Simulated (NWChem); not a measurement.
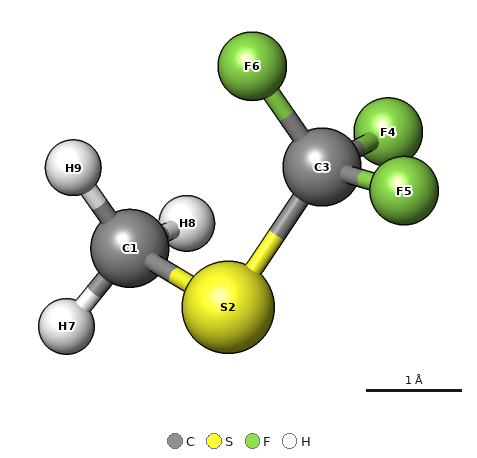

Fig. 1: The structure (ball-and-stick view, seen at a tilt; atoms are numbered from 1 in the order of the input). Bond lengths as drawn: C–F 1.33 to 1.34 Å, C–H 1.09 Å and C–S 1.80 Å.

**Energy and gradient calculation, with input and output: C₂H₃F₃S (part 1 of 2)**

- system: C₂H₃F₃S
- method: HF/STO-3G, RHF (NWChem 7.3.0)

The geometry comes from this level: PBE0-D4/def2-TZVP.

### Input
```
start c2h3f3s
title "C2H3F3S"
memory stack 880 mb heap 220 mb global 1100 mb

geometry units bohr noautosym nocenter noautoz
 C  -0.50002153 -2.07888771  1.53086713
 S   2.23119964 -0.63211339  0.11357254
 C   0.66593949  1.93281188 -1.46793925
 F  -1.03953834  1.15159910 -3.16264564
 F   2.40108601  3.29190291 -2.68000959
 F  -0.56030380  3.46878127  0.12188734
 H   0.21259419 -3.70065067  2.58193280
 H  -1.81772756 -2.73518959  0.09297453
 H  -1.42560939 -0.78574812  2.83704583
end

basis spherical bse
 C library STO-3G
 S library STO-3G
 F library STO-3G
 H library STO-3G
end

scf
 thresh 1e-08
 maxiter 80
end

task scf gradient
```

Machine: 1 thread of AMD EPYC (Zen 5), 16 GiB of memory available, shared host.

Command:
```bash
nwchem c2h3f3s.nw > c2h3f3s.out
```

### What the program printed
```
Northwest Computational Chemistry Package (NWChem) 7.3.0
             --------------------------------------------------------

           Job information
           ---------------

    nwchem branch   = 7.3.0
    use scalapack   = T
    input           = c2h3f3s.nw
    prefix          = c2h3f3s.
    data base       = ./c2h3f3s.db
    status          = startup
    nproc           =        1

           Memory information
           ------------------

    heap     =     28835840 doubles =      220.0 Mbytes
    stack    =    115343357 doubles =      880.0 Mbytes
    global   =    144179200 doubles =     1100.0 Mbytes (distinct from heap & stack)
    total    =    288358397 doubles =     2200.0 Mbytes
    verify   = yes
    hardfail = no

           Directory information
           ---------------------

  0 permanent = .
  0 scratch   = .

                                NWChem Input Module
                                -------------------

                                      C2H3F3S
                                      -------

                             Geometry "geometry" -> ""
                             -------------------------

 Output coordinates in a.u. (scale by  1.000000000 to convert to a.u.)

  No.       Tag          Charge          X              Y              Z
 ---- ---------------- ---------- -------------- -------------- --------------
    1 C                    6.0000    -0.50002153    -2.07888771     1.53086713
    2 S                   16.0000     2.23119964    -0.63211339     0.11357254
    3 C                    6.0000     0.66593949     1.93281188    -1.46793925
    4 F                    9.0000    -1.03953834     1.15159910    -3.16264564
    5 F                    9.0000     2.40108601     3.29190291    -2.68000959
    6 F                    9.0000    -0.56030380     3.46878127     0.12188734
    7 H                    1.0000     0.21259419    -3.70065067     2.58193280
    8 H                    1.0000    -1.81772756    -2.73518959     0.09297453
    9 H                    1.0000    -1.42560939    -0.78574812     2.83704583

      Atomic Mass
      -----------

      C                 12.000000
      S                 31.972070
      F                 18.998400
      H                  1.007825

 Effective nuclear repulsion energy (a.u.)     336.7999438945

            Nuclear Dipole moment (a.u.)
            ----------------------------
        X                 Y               Z
 ---------------- ---------------- ----------------
    40.8751540700    52.9986919200   -43.7802299300

            XYZ format geometry
            -------------------
     9
 geometry
 C                    -0.26460002    -1.10010008     0.81010006
 S                     1.18070009    -0.33450002     0.06010000
 C                     0.35240003     1.02280007    -0.77680005
 F                    -0.55010004     0.60940004    -1.67360012
 F                     1.27060009     1.74200013    -1.41820010
 F                    -0.29650002     1.83560013     0.06450001
 H                     0.11250001    -1.95830014     1.36630010
 H                    -0.96190007    -1.44740010     0.04920001
 H                    -0.75440006    -0.41580003     1.50130011

 ==============================================================================
                                internuclear distances
 ------------------------------------------------------------------------------
       center one      |      center two      | atomic units |       a.u.
 ------------------------------------------------------------------------------
    2 S                |   1 C                |     3.40021  |     3.40021
    3 C                |   2 S                |     3.39559  |     3.39559
    4 F                |   3 C                |     2.52804  |     2.52804
    5 F                |   3 C                |     2.51535  |     2.51535
    6 F                |   3 C                |     2.52793  |     2.52793
    7 H                |   1 C                |     2.05978  |     2.05978
    8 H                |   1 C                |     2.05782  |     2.05782
    9 H                |   1 C                |     2.05792  |     2.05792
 ------------------------------------------------------------------------------
                         number of included internuclear distances:          8
 ==============================================================================

 ==============================================================================
                                 internuclear angles
 ------------------------------------------------------------------------------
        center 1       |       center 2       |       center 3       |  degrees
 ------------------------------------------------------------------------------
    2 S                |   1 C                |   7 H                |   105.65
    2 S                |   1 C                |   8 H                |   111.03
    2 S                |   1 C                |   9 H                |   111.01
    7 H                |   1 C                |   8 H                |   109.09
    7 H                |   1 C                |   9 H                |   109.05
    8 H                |   1 C                |   9 H                |   110.85
    1 C                |   2 S                |   3 C                |    98.35
    2 S                |   3 C                |   4 F                |   112.94
    2 S                |   3 C                |   5 F                |   108.34
    2 S                |   3 C                |   6 F                |   112.93
    4 F                |   3 C                |   5 F                |   108.02
    4 F                |   3 C                |   6 F                |   106.39
    5 F                |   3 C                |   6 F                |   108.02
 ------------------------------------------------------------------------------
                            number of included internuclear angles:         13
 ==============================================================================

                      Basis "ao basis" -> "" (spherical)
                      -----
  [basis functions not shown]

 Summary of "ao basis" -> "" (spherical)
 ------------------------------------------------------------------------------
       Tag                 Description            Shells   Functions and Types
 ---------------- ------------------------------  ------  ---------------------
 C                           STO-3G                  3        5   2s1p
 S                           STO-3G                  5        9   3s2p
 F                           STO-3G                  3        5   2s1p
 H                           STO-3G                  1        1   1s

                                 NWChem SCF Module
                                 -----------------

                                      C2H3F3S

  ao basis        = "ao basis"
  functions       =    37
  atoms           =     9
  closed shells   =    29
  open shells     =     0
  charge          =   0.00
  wavefunction    = RHF
  input vectors   = atomic
  output vectors  = ./c2h3f3s.movecs
  use symmetry    = F
  symmetry adapt  = F

 Summary of "ao basis" -> "ao basis" (spherical)
 ------------------------------------------------------------------------------
       Tag                 Description            Shells   Functions and Types
 ---------------- ------------------------------  ------  ---------------------
 C                           STO-3G                  3        5   2s1p
 S                           STO-3G                  5        9   3s2p
 F                           STO-3G                  3        5   2s1p
 H                           STO-3G                  1        1   1s

 Forming initial guess at       0.0s

      Superposition of Atomic Density Guess
      -------------------------------------

 Sum of atomic energies:        -762.87270555

      Non-variational initial energy
      ------------------------------

 Total energy =    -763.320769
 1-e energy   =   -1739.635709
 2-e energy   =     639.514996
 HOMO         =      -0.101645
 LUMO         =       0.390546

 Starting SCF solution at       0.1s

 ----------------------------------------------
         Quadratically convergent ROHF

 Convergence threshold     :          1.000E-08
 Maximum no. of iterations :           80
 Final Fock-matrix accuracy:          1.000E-10
 ----------------------------------------------

              iter       energy          gnorm     gmax       time
             ----- ------------------- --------- --------- --------
                 1     -763.6389027847  1.57D+00  6.80D-01      0.2
                 2     -763.8503300859  3.45D-01  1.22D-01      0.5
                 3     -763.8617221937  7.09D-02  2.24D-02      0.7
                 4     -763.8621019793  3.19D-03  1.10D-03      1.0
                 5     -763.8621033408  6.25D-06  3.13D-06      1.5
                 6     -763.8621033408  6.61D-10  3.08D-10      2.2

       Final RHF  results
       ------------------

         Total SCF energy =   -763.862103340801
      One-electron energy =  -1736.102902375849
      Two-electron energy =    635.440855140554
 Nuclear repulsion energy =    336.799943894494

        Time for solution =      2.1s

             Final eigenvalues
             -----------------

              1
    1  -90.7804
    2  -25.9745
    3  -25.9699
    4  -25.9697
    5  -11.2736
    6  -11.0643
    7   -8.6816
    8   -6.3140
    9   -6.3114
   10   -6.3084
   11   -1.6207
   12   -1.5171
   13   -1.5123
   14   -1.0193
   15   -0.8841
   16   -0.7693
   17   -0.6724
   18   -0.6714
   19   -0.6435
   20   -0.5694
   21   -0.5528
   22   -0.5235
   23   -0.5163
   24   -0.4847
   25   -0.4704
   26   -0.4676
   27   -0.4236
   28   -0.3565
   29   -0.2879
   30    0.4121
   31    0.4570
   32    0.5977
   33    0.6135
   34    0.6738
   35    0.6917
   36    0.6954
   37    0.7139

                       ROHF Final Molecular Orbital Analysis
                       -------------------------------------

 Vector   14  Occ=2.000000D+00  E=-1.019290D+00
              MO Center=  3.6D-01, -4.3D-01,  2.5D-01, r^2= 1.9D+00
   Bfn.  Coefficient  Atom+Function         Bfn.  Coefficient  Atom+Function
  ----- ------------  ---------------      ----- ------------  ---------------
    11      0.546574  2 S  s                  2      0.420468  1 C  s
     7     -0.203421  2 S  s                 16      0.200742  3 C  s

 Vector   15  Occ=2.000000D+00  E=-8.840629D-01
              MO Center=  1.2D-01, -1.2D-01,  6.0D-02, r^2= 3.4D+00
   Bfn.  Coefficient  Atom+Function         Bfn.  Coefficient  Atom+Function
  ----- ------------  ---------------      ----- ------------  ---------------
     2      0.457924  1 C  s                 16     -0.424139  3 C  s
    11     -0.277607  2 S  s                 26      0.236370  5 F  s
    21      0.200957  4 F  s                 31      0.200993  6 F  s
    35      0.155595  7 H  s                  1     -0.152283  1 C  s

 Vector   16  Occ=2.000000D+00  E=-7.693485D-01
              MO Center=  2.3D-01,  7.9D-01, -5.9D-01, r^2= 3.2D+00
   Bfn.  Coefficient  Atom+Function         Bfn.  Coefficient  Atom+Function
  ----- ------------  ---------------      ----- ------------  ---------------
    11      0.441411  2 S  s                 16     -0.410197  3 C  s
    27      0.289430  5 F  px                21      0.281390  4 F  s
    31      0.281426  6 F  s                 34      0.280621  6 F  pz
    26      0.260188  5 F  s                 23     -0.211439  4 F  py
    18     -0.192978  3 C  py                 2     -0.180300  1 C  s
```
